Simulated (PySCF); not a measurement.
## Geometry relaxation, with input and output: CH3ClGe

CH3ClGe, SMILES [CH3][Ge][Cl], computed with PBE0-D3(BJ)/def2-SVP geometry optimisation, gas phase (PySCF 2.14.0).

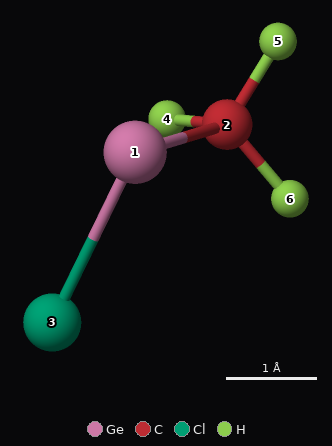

Figure 1. The structure as given in the input (ball-and-stick view, seen at a tilt; atoms are numbered from 1 in the order of the input). Sticks mark near contacts. Bond lengths as drawn: Cl–Ge 2.21 Å, C–Ge 2.05 Å and C–H 1.05 to 1.10 Å.

Key numbers:

| quantity | value |
| --- | --- |
| outcome | converged |
| total energy | −2576.247480 hartree |
| dipole moment | 2.12 D |
| point group | C1 |
| hardware | 1 CPU thread, shared host |
| wall time | 30 s |
| peak memory | 0.4 GiB |

Input:
```
{"job": {"xc": "PBE0", "basis": "def2-SVP", "d3": "d3bj", "grid": 2, "kind": "geom", "shake": 0.01}, "charge": 0, "multiplicity": 1}
Ge     0.954740    -0.537816    -1.136701
C      0.046038    -0.029480     0.634374
Cl    -0.627838     0.312854    -2.415399
H     -0.902416    -0.480475     0.705449
H      0.637341    -0.356947     1.483404
H     -0.086825     1.059858     0.705783
```

The first line tells a small driver script what to run in PySCF; the rest is the geometry in Å.

Launch command:
```bash
OMP_NUM_THREADS=1 python <driver script> task.json out
```

Output:
```
step   0  E = -2576.24436718  max force = 0.035338
step   1  E = -2576.24643266  max force = 0.004946
step   2  E = -2576.24704570  max force = 0.003683
step   3  E = -2576.24746500  max force = 0.001677
step   4  E = -2576.24747405  max force = 0.000703
step   5  E = -2576.24747953  max force = 0.000179
optimisation converged
```

Trajectory as extended XYZ (Å, eV, eV/Å), 6 frames, from step=0 to step=5:
```
6
Properties=species:S:1:pos:R:3:forces:R:3 step=0 energy=-70103.17996
Ge    0.9547   -0.5378   -1.1367   -0.4561   0.2721   0.7129
C     0.0460   -0.0295    0.6344    1.8172   0.6046  -0.9255
Cl   -0.6278    0.3129   -2.4154    0.0250  -0.0145  -0.0398
H    -0.9024   -0.4805    0.7055   -1.7757  -0.7857  -0.0267
H     0.6373   -0.3569    1.4834    0.4076  -0.1722   0.4029
H    -0.0868    1.0599    0.7058   -0.0179   0.0957  -0.1238
6
Properties=species:S:1:pos:R:3:forces:R:3 step=1 energy=-70103.23616
Ge    1.1569    0.2552   -0.9577   -0.0668  -0.1178  -0.0921
C    -0.0006   -0.2970    0.5532    0.0587   0.1366   0.2342
Cl   -0.4652    0.9990   -2.2611    0.0227  -0.0306   0.0204
H    -0.9185   -0.8658    0.3476   -0.0048   0.0236  -0.2543
H     0.5662   -0.8112    1.3455    0.0685   0.0289  -0.0324
H    -0.3177    0.6876    0.9493   -0.0783  -0.0407   0.1243
6
Properties=species:S:1:pos:R:3:forces:R:3 step=2 energy=-70103.25284
Ge    1.1557    0.2485   -0.9588   -0.0075  -0.0715  -0.0803
C     0.0025   -0.2828    0.5616    0.0051   0.1598   0.1894
Cl   -0.4705    0.9763   -2.2624   -0.0005  -0.0141   0.0038
H    -0.9101   -0.8438    0.3105    0.0246   0.0051  -0.1383
H     0.5688   -0.8178    1.3402    0.0132  -0.0015  -0.0281
H    -0.3252    0.6876    0.9857   -0.0349  -0.0778   0.0535
6
Properties=species:S:1:pos:R:3:forces:R:3 step=3 energy=-70103.26425
Ge    1.1564    0.2374   -0.9670    0.0095  -0.0157   0.0125
C     0.0087   -0.2549    0.5785    0.0130   0.0862  -0.0119
Cl   -0.4830    0.9370   -2.2673   -0.0133   0.0052  -0.0049
H    -0.8883   -0.8037    0.2525    0.0063  -0.0289   0.0179
H     0.5662   -0.8319    1.3319   -0.0128  -0.0295  -0.0030
H    -0.3389    0.6840    1.0481   -0.0027  -0.0173  -0.0106
6
Properties=species:S:1:pos:R:3:forces:R:3 step=4 energy=-70103.26450
Ge    1.1561    0.2348   -0.9685    0.0047  -0.0084   0.0000
C     0.0097   -0.2523    0.5786    0.0077   0.0361  -0.0030
Cl   -0.4851    0.9368   -2.2663   -0.0055   0.0040  -0.0024
H    -0.8855   -0.8053    0.2540    0.0013  -0.0145   0.0082
H     0.5662   -0.8314    1.3313   -0.0041  -0.0098   0.0007
H    -0.3403    0.6853    1.0476   -0.0041  -0.0074  -0.0037
6
Properties=species:S:1:pos:R:3:forces:R:3 step=5 energy=-70103.26465
Ge    1.1546    0.2294   -0.9728   -0.0048  -0.0041  -0.0054
C     0.0112   -0.2499    0.5787    0.0027  -0.0092   0.0033
Cl   -0.4883    0.9391   -2.2655    0.0021   0.0012   0.0030
H    -0.8815   -0.8102    0.2587   -0.0002   0.0012  -0.0030
H     0.5683   -0.8275    1.3325    0.0050   0.0092   0.0013
H    -0.3432    0.6870    1.0450   -0.0048   0.0017   0.0008
```

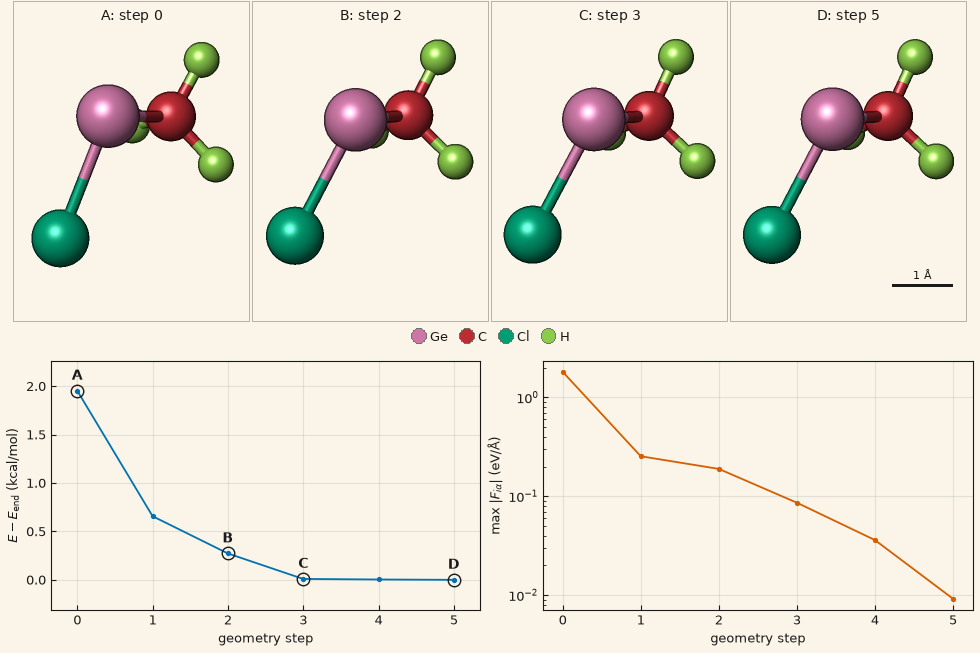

Figure 2. Frames of the relaxation (ball-and-stick view, seen at a tilt) above the curves, on which the letters mark them (steps are counted from 0).

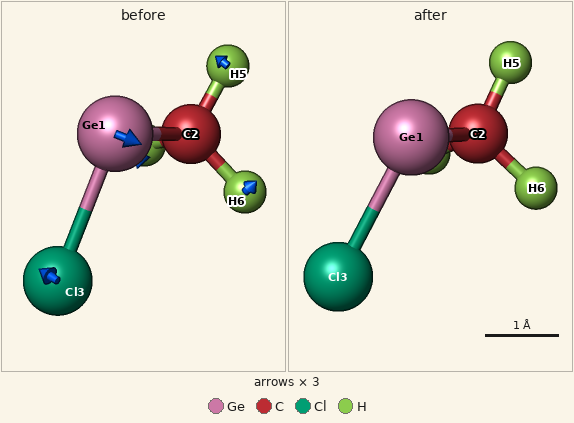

Figure 3. Before (left) and after (right) the relaxation, at one scale (ball-and-stick view, seen at a tilt). The blue arrows give the displacements, magnified 3 times. Ge1 moves most after the best rigid fit: 0.14 Å. By element the largest moves are Ge 0.14 Å, Cl 0.13 Å, H 0.12 Å, C 0.02 Å. Among the contacts that change: Ge1–C2 2.054 → 1.986 Å, C2–H4 1.053 → 1.101 Å, C2–H5 1.085 → 1.101 Å, C2–H6 1.100 → 1.105 Å. Among the angles that change: Ge1–C2–H6 110.8° → 108.0°, H4–C2–H5 108.0° → 110.0°. After 5 geometry steps the energy has fallen by 1.95 kcal/mol. The largest force component goes from 1.8 to 0.0092 eV/Å. (Atoms are counted from 1 in the order of the input.)
